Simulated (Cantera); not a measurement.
A closed system holds: 1 mol Nb, 16 mol N2O, 12 mol H2, at 1.00 bar.

These are equilibrium values from Cantera (NASA tables, ideal gas, pure condensed phases), not measurements of a reactor. Candidate condensed phases: H2O, Nb, NbO, NbO2, Nb2O5; 27 gas species. Condensed phases not in the tables: the oxides between NbO2 and Nb2O5. Rates play no part.

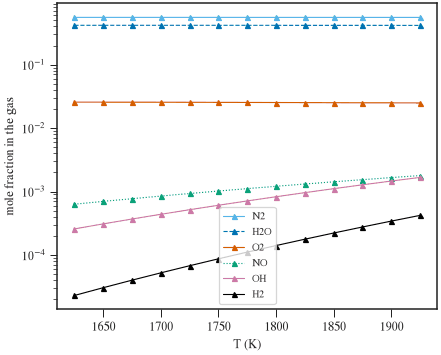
Figure. Equilibrium gas composition (values under 1e-9 drawn at 1e-9)

From 1625 K to 1775 K the condensed part is Nb2O5(s). From 1800 K to 1925 K the condensed part is Nb2O5(l).
